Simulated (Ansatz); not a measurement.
## Fields on a plane of FeS2 (pyrite type, space group Pa-3)

```
FeS2
1.0
    5.40354     0.00000     0.00000
    0.00000     5.40354     0.00000
    0.00000     0.00000     5.40354
Fe S
4 8
Direct
  0.00000   0.00000   0.00000
  0.50000   0.50000   0.00000
  0.00000   0.50000   0.50000
  0.50000   0.00000   0.50000
  0.38261   0.38261   0.38261
  0.88261   0.11739   0.61739
  0.61739   0.88261   0.11739
  0.11739   0.61739   0.88261
  0.61739   0.61739   0.61739
  0.11739   0.88261   0.38261
  0.38261   0.11739   0.88261
  0.88261   0.38261   0.11739
```

The slice is a {110} plane (indices of the conventional cell) through the point (0.500, 0.000, 0.500) (fractional), spanned by u = [100] and v = [011] in vectors of this cell: u (5.40 Å) and v (7.64 Å, at 90° to u). It covers one period; positions are fractions (u, v).

Atoms on it: Fe at (0.00, 0.50); Fe at (0.00, 0.00); S at (0.38, 0.12); S at (0.62, 0.88). Other atoms lie within 1 Å of the plane.

Computed with PBE (plane waves to 420 eV, PAW, scalar-relativistic; Ansatz, a first-principles code). k mesh 5×5×5. These are valence fields of a PAW run, semicore shells included where kept as valence: close to a nucleus they are smooth pseudo fields. FeS2 is run without spin polarisation. FeS2 was relaxed with its symmetry unable to fall. The PAW data are Ansatz's earlier set.

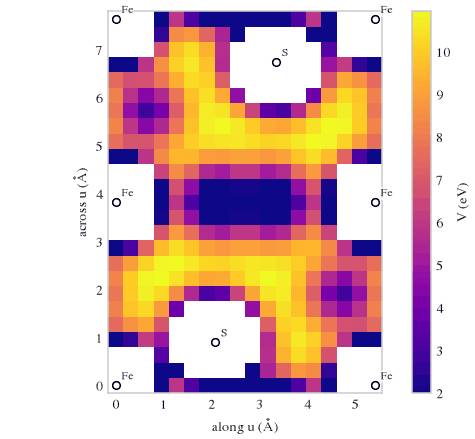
Figure: Electrostatic potential energy of an electron, from the cell's mean, in eV, one period of the plane, atoms marked. Points within 0.9 Å of a nucleus are left white, as the pseudised field means little there. Values under 2 eV are set to 2. The zero, the cell's mean, hangs on the PAW cores.

```
|xx66331122333355889977779999221155|
|33221111110000447755xxxx8899551133|
|11112222110000447733xxxx6699772211|
|2244554422000044887733116688552211|
|4466775533000022778888777766220011|
|5577775533000000336677664411000022|
|5577776633000000001111110000000022|
|3355664411000000000000000000001122|
|1111222211111111111111111111111111|
|3322111133444444444444555533112233|
|xx66221144777777777777777755112266|
|xxxx2211558877888888887788551122xx|
|xx66221155777777777777777744112266|
|3333221133555544444444444433111122|
|1111111111111111111111111111222211|
|3322110000000000000000000011446655|
|5522000000001111110000000033667777|
|5522000011446677663300000033557777|
|4411002266777788887722000033557766|
|2211225588661133778844000022445544|
|111122779966xxxx337744000011222211|
|333311559988xxxx557744000011111122|
|xx55112299997777998855333322113366|
|xxxx2211558877888888887788551122xx|
```
Scale: ten equal steps from 0.05 (start of '0') to 0.91 (end of '9'), in the order '0123456789'. Values: electron localisation function (ELF). The map has 17 points along u (two characters each, u = 0 at the left) and 24 along v (v = 0 in the bottom row). Points within 0.4 Å of a nucleus are blanked (x), as the pseudised field means little there.
